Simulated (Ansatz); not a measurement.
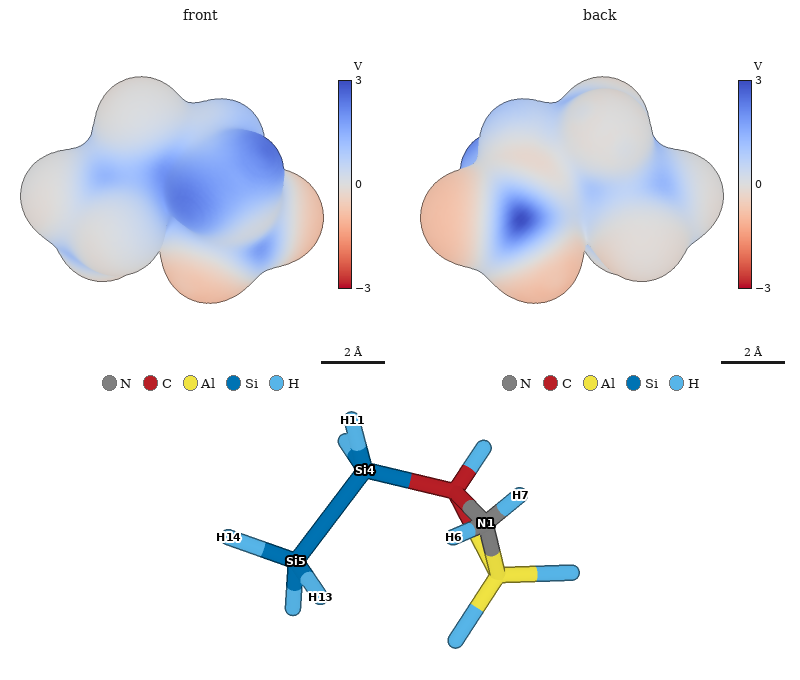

CH$_{10}$AlNSi$_{2}$. The electrostatic potential painted on the density surface at 0.002 e/bohr³, seen from the front and from behind; red is negative and blue positive. The bare structure is drawn below in the same view.

Computed with RHF/cc-pVDZ in Ansatz.

Input file:

```
crystal:
  periodic: [false, false, false]
  atoms:
    - { symbol: "N", position_ang: [-0.0172, 0.6049, 1.7634] }
    - { symbol: C, position_ang: [-0.9919, 0.1605, 0.7284] }
    - { symbol: Al, position_ang: [-1.4092, 1.5587, -0.6818] }
    - { symbol: Si, position_ang: [-0.2295, -1.3774, -0.0752] }
    - { symbol: Si, position_ang: [1.7168, -1.0375, -0.9867] }
    - { symbol: H, position_ang: [0.8571, 0.05791, 1.65057] }
    - { symbol: H, position_ang: [-0.41533, 0.23292, 2.70474] }
    - { symbol: H, position_ang: [-1.9153, -0.0879, 1.2011] }
    - { symbol: H, position_ang: [-2.2514, 2.83, -0.18] }
    - { symbol: H, position_ang: [-0.2047, 1.9154, -1.6704] }
    - { symbol: H, position_ang: [-0.1948, -2.4378, 0.9715] }
    - { symbol: H, position_ang: [-1.2084, -1.8391, -1.1025] }
    - { symbol: H, position_ang: [2.5917, -0.5487, 0.0628] }
    - { symbol: H, position_ang: [2.1892, -2.2692, -1.5411] }
    - { symbol: H, position_ang: [1.6111, -0.0173, -2.0105] }
basis:
  gaussian: { orbitals: cc-pVDZ }
hamiltonian:
  xc: hf
relax:
  f_tol: 0.015
  max_steps: 40
output:
  orbitals: {}
```

Run with:

```sh
ansatz run input.yaml --threads 2 --pin off --max-ram 3072MiB --backend cpu --events-out ev --progress --plain --runs-dir out
```

The fields are those of the relaxed geometry.

Question: Describe the electrostatic potential map.

Answer: The most negative region (about −0.8 V) lies over H9 and H10, the most positive (about +2.5 V) over Al3.
